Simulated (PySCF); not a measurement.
# NMR shielding calculation of BCl4 (charge −1)

System: BCl4, charge −1.
Method: GIAO WP04/pcSseg-2 NMR shielding, non-relativistic, gas phase (PySCF 2.14.0).

The geometry comes from this level: PBE0-D3(BJ)/def2-SVP. Figures and captions count atoms from 1; the log counts them from 0 in places.

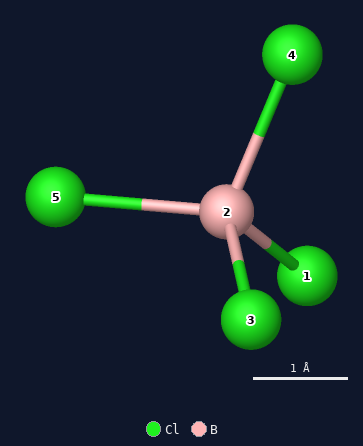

Fig. 1: The structure as given in the input (ball-and-stick view, seen at an oblique angle; atoms are numbered from 1 in the order of the input).

Summary:

- outcome: converged
- total energy: −1883.447347 hartree
- HOMO: −4.71 eV
- LUMO: 3.71 eV
- isotropic shielding, Cl: 762.5 to 762.8 ppm
- isotropic shielding, B: 72.7 ppm
- hardware: 1 CPU thread, shared host
- wall time: 14 s
- peak memory: 0.82 GiB

Input:
```
{"job": {"kind": "nmr", "xc": "WP04", "basis": "pcSseg-2", "pop": false}, "charge": -1, "multiplicity": 1}
Cl     1.769005    -0.625046    -0.233914
B      0.018837    -0.021277    -0.019470
Cl    -1.169786    -1.361372    -0.534368
Cl    -0.273349     0.414533     1.769129
Cl    -0.252607     1.488392    -1.077867
```

The first line tells a small driver script what to run in PySCF; the rest is the geometry in Å.

Command:
```bash
OMP_NUM_THREADS=1 python <driver script> task.json out
```

Log:
```
coarse grid: 7584 points
cycle   1  E = -1883.3184288283  dE =  1.952e-01  |g| = 7.487e-01  |ddm| = 1.758e+00
cycle   2  E = -1883.3207115936  dE = -2.283e-03  |g| = 7.845e-01  |ddm| = 1.321e+00
cycle   3  E = -1883.4258982532  dE = -1.052e-01  |g| = 1.476e-01  |ddm| = 6.046e-01
cycle   4  E = -1883.4316426883  dE = -5.744e-03  |g| = 1.705e-02  |ddm| = 1.187e-01
cycle   5  E = -1883.4317018069  dE = -5.912e-05  |g| = 2.098e-03  |ddm| = 1.334e-02
cycle   6  E = -1883.4317028799  dE = -1.073e-06  |g| = 4.571e-04  |ddm| = 1.988e-03
final grid: 58192 points
cycle   7  E = -1883.4473457354  dE = -5.554e-05  |g| = 3.400e-03  |ddm| = 1.912e-02
cycle   8  E = -1883.4473457355  dE = -5.457e-11  |g| = 2.027e-03  |ddm| = 3.113e-03
cycle   9  E = -1883.4473462290  dE = -4.935e-07  |g| = 1.568e-03  |ddm| = 2.437e-03
cycle  10  E = -1883.4473467802  dE = -5.511e-07  |g| = 2.694e-04  |ddm| = 1.121e-03
cycle  11  E = -1883.4473467958  dE = -1.568e-08  |g| = 2.921e-05  |ddm| = 2.301e-04
cycle  12  E = -1883.4473467960  dE = -1.323e-10  |g| = 1.596e-05  |ddm| = 3.543e-05
```

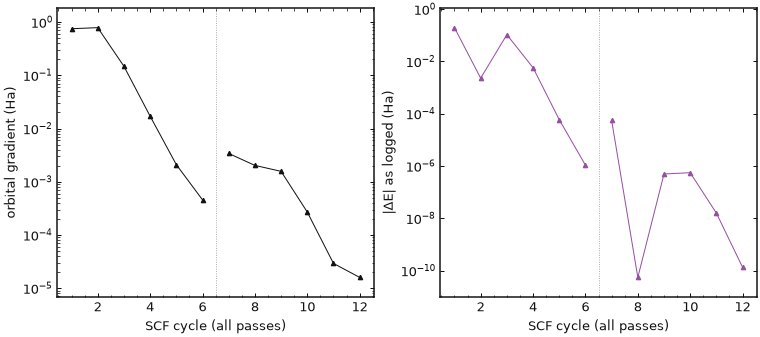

Fig. 2: Convergence of the self-consistent field: orbital gradient and size of the energy change against the SCF cycle. The dotted line marks the change from a coarse to the final integration grid. The first 6 cycles use a coarse grid, the final grid takes over at cycle 7, and the field converges after 12 cycles in all.

```
converged SCF energy = -1883.4473467960

GIAO shielding tensors (ppm)
atom      isotropic    diamagn.    paramagn.     s11        s22        s33       span
  0 Cl     762.824    1151.409    -388.585    647.223    647.428    993.821    346.598
  1 B       72.747     181.649    -108.902     72.712     72.745     72.785      0.072
  2 Cl     762.609    1151.436    -388.827    646.983    647.093    993.752    346.769
  3 Cl     762.476    1151.485    -389.009    646.762    646.896    993.771    347.009
  4 Cl     762.502    1151.462    -388.960    646.863    647.033    993.610    346.748
```
